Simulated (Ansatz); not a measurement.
**HNO (nitroxyl): levels of theory compared**

We compute a comparison of 6 runs (HF/STO-3G, UB3LYP/STO-3G, UPBE0/STO-3G, r2SCAN/STO-3G, wB97X/STO-3G, UCCSD(T)/STO-3G) of HNO (nitroxyl). 

The results are computed with Ansatz 0.2.0.

52 further runs of the same task are left out: 1 that didn't finish, 51 set aside as unsound or not needed.

## 1. The structure to begin with

HNO: 3 atoms, total charge 0, spin state singlet. As SMILES, `N=O`. The H3–N1 distance was set to 1.593 Å, away from the relaxed value. At this shape a bond of the SMILES string is far longer than usual.

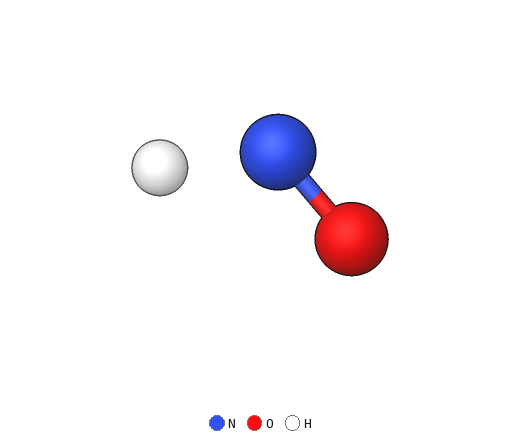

The structure, seen from a chosen angle (nitrogen blue, oxygen red, hydrogen white).

## 2. The energy at HF/STO-3G (run 1)

molecule.yaml

```yaml
crystal:
  periodic: [false, false, false]
  atoms:
    - {symbol: "N", position_ang: [-0.167594, 0.803431, 0.003516]}
    - {symbol: O, position_ang: [0.876926, 0.924241, 0.584446]}
    - {symbol: H, position_ang: [-0.492640, -0.715240, -0.351380]}
basis:
  gaussian:
    orbitals: STO-3G
hamiltonian:
  xc: hf
accuracy: high
```

Launch:

```sh
$ ansatz run molecule.yaml --threads 1 --pin off --max-ram 2610MiB --events-out events.jsonl --progress --plain --runs-dir runs
```

The program printed:

```text
Warning: RAYON_NUM_THREADS=1 ignored (pool sized by the plan → 1); use --threads N
Functional definition: HF
  name "HF"
  exchange = exact_x
  correlation = 0
168 factors; integrals over basis functions are off by at most 4.1e-8 eV
mean field evaluation 1: about -3480.5180 eV, gradient 1.9e1 eV
mean field evaluation 2: about -3480.5849 eV, gradient 1.9e1 eV
mean field evaluation 4: about -3482.1006 eV, gradient 2.2e0 eV
mean field evaluation 8: about -3482.1383 eV, gradient 6.6e-4 eV
mean field -3482.13825591 eV, -127.9662206268 hartree, gradient 2.5e-8 eV, S^2 0.000000; 0 other end points of the search recorded, 0 dependent functions left out
reference -3482.13825591 eV, -127.9662206268 hartree; 8, 8 occupied and 3, 3 virtual orbitals, 168 factors
Total energy: -3482.13825591 eV, -127.9662206268 hartree
```

It took 0.04 s on 1 thread of Arm Neoverse V2, shared host.

## 3. A single-point energy at UB3LYP/STO-3G (run 2)

input.yaml

```yaml
crystal:
  periodic: [false, false, false]
  atoms:
    - {symbol: "N", position_ang: [-0.167594, 0.803431, 0.003516]}
    - {symbol: O, position_ang: [0.876926, 0.924241, 0.584446]}
    - {symbol: H, position_ang: [-0.492640, -0.715240, -0.351380]}
basis:
  gaussian:
    orbitals: STO-3G
hamiltonian:
  xc: {name: B3LYP}
accuracy: high
magnetization:
  spin_polarized: true
```

Launch:

```sh
$ ansatz run input.yaml --threads 1 --pin off --max-ram 2610MiB --events-out events.jsonl --progress --plain --runs-dir runs
```

The program printed:

```text
Warning: RAYON_NUM_THREADS=1 ignored (pool sized by the plan → 1); use --threads N
Functional definition: B3LYP
  name "B3LYP"
  parameter a0 = 0.2
  parameter ax = 0.72
  parameter ac = 0.81
  exchange = (1 - a0 - ax)*slater_x + ax*b88_x + a0*exact_x
  correlation = (1 - ac)*vwn_rpa_c + ac*lyp_c
168 factors; integrals over basis functions are off by at most 4.1e-8 eV
mean field evaluation 1: about -3499.1975 eV, gradient 1.1e1 eV
mean field evaluation 2: about -3496.9687 eV, gradient 1.6e1 eV
mean field evaluation 4: about -3500.6275 eV, gradient 1.9e-1 eV
mean field evaluation 8: about -3500.5950 eV, gradient 5.2e-3 eV
mean field evaluation 16: about -3500.5950 eV, gradient 7.1e-8 eV
mean field -3500.59500956 eV, -128.6444938129 hartree, gradient 7.1e-8 eV, S^2 0.000000; 2 other end points of the search recorded, 0 dependent functions left out
reference -3500.59502746 eV, -128.6444944707 hartree; 8, 8 occupied and 3, 3 virtual orbitals, 168 factors
Total energy: -3500.59502746 eV, -128.6444944707 hartree
```

Run time: 0.74 s. Hardware: 1 thread of Arm Neoverse V2, shared host; peak memory 0.095 GiB.

Runs 3 to 4 aren't shown in full; the table further down has their settings and results.

## 4. A single-point energy at wB97X/STO-3G (run 5)

Changes to input.yaml since step 3:

```diff
@@ -7,8 +7,4 @@
 basis:
-  gaussian:
-    orbitals: STO-3G
-hamiltonian:
-  xc: {name: B3LYP}
+  gaussian: {orbitals: STO-3G}
+hamiltonian: {xc: {name: wB97X}}
 accuracy: high
-magnetization:
-  spin_polarized: true
```

Launch:

```sh
$ ansatz run input.yaml --threads 1 --pin off --max-ram 2610MiB --events-out events.jsonl --progress --plain --runs-dir runs
```

The program printed (excerpt; [...] marks lines left out):

```text
Warning: RAYON_NUM_THREADS=1 ignored (pool sized by the plan → 1); use --threads N
Functional definition: wB97X
  name "wB97X"
[...]
      + exact_x_lr(omega)
[...]
      + integral(e_c_pw_opposite_spin*poly(b97_u_opposite, 1, cos1, cos2, cos3, cos4))
168 factors; integrals over basis functions are off by at most 4.1e-8 eV
94 factors; integrals over basis functions are off by at most 8.4e-10 eV
[...]
mean field -3500.12324992 eV, -128.6271569657 hartree, gradient 4.0e-8 eV, S^2 0.000000; 0 other end points of the search recorded, 0 dependent functions left out
reference -3500.12324898 eV, -128.6271569311 hartree; 8, 8 occupied and 3, 3 virtual orbitals, 168 factors
Total energy: -3500.12324898 eV, -128.6271569311 hartree
```

Wall time 1.7 s (1 thread of Arm Neoverse V2, shared host); peak memory 0.15 GiB.

## 5. The energy at UCCSD(T)/STO-3G (run 6)

run.yaml

```yaml
basis:
  gaussian: {orbitals: STO-3G}
crystal:
  periodic: [false, false, false]
  atoms:
    - {symbol: N, position_ang: [-0.167594, 0.803431, 0.003516]}
    - {symbol: O, position_ang: [0.876926, 0.924241, 0.584446]}
    - {symbol: H, position_ang: [-0.492640, -0.715240, -0.351380]}
magnetization: {spin_polarized: true}
correlation: {method: ccsd_t, frozen_orbitals: {H: 0, "N": 1, O: 1}}
accuracy: high
scf: {omitted_lower_state_checks: [cluster_reference, increment]}
```

Launch:

```sh
$ ansatz run run.yaml --threads 1 --pin off --max-ram 2610MiB --events-out events.jsonl --progress --plain --runs-dir runs
```

The program printed:

```text
Warning: RAYON_NUM_THREADS=1 ignored (pool sized by the plan → 1); use --threads N
[... 17 lines left out ...]
2 core orbitals not correlated: weight in the atoms' cores, before any rotation towards them, 1.000 or more for the frozen orbitals, at most 0.000 for the correlated occupied ones
[... 37 lines left out ...]
Total energy: -3487.69268967 eV, -128.1703423024 hartree
Checks for a lower state left out: cluster_reference, increment
```

Run time: 0.34 s. Hardware: 1 thread of Arm Neoverse V2, shared host.

## 6. All runs side by side

| run | level | frozen core orbitals | energy (Eh) | wall time |
| --- | --- | --- | --- | --- |
| 1 | HF/STO-3G | – | -127.966221 | 0.04 s |
| 2 | UB3LYP/STO-3G | – | -128.644494 | 0.74 s |
| 3 | UPBE0/STO-3G | – | -128.525016 | 0.85 s |
| 4 | r2SCAN/STO-3G | – | -128.614326 | 1 s |
| 5 | wB97X/STO-3G | – | -128.627157 | 1.7 s |
| 6 | UCCSD(T)/STO-3G | 2 | -128.170342 | 0.34 s |

## 7. Results

| quantity | value |
| --- | --- |
| run 6: total energy | -128.17034 Eh |
| run 6: correlation energy (2 core orbitals frozen) | -158.1 mEh |
| run 6: (T) correction | -5.15 mEh |
| run 6: ⟨S²⟩ of the reference determinant | 1.070 |
| run 6: T1 diagnostic | 0.106 |

**Reading.** Totals of different functionals can't be ranked against each other. In runs 1, 2, 3, 4, 5, 6 the basis is minimal, so the values are rough. Spin contamination of the reference: run 6 ⟨S²⟩ = 1.07. Where it is this large, the reference is a mixture of spin states, and values that rest on it are in doubt. All runs together took 4.7 s, the longest 1.7 s.
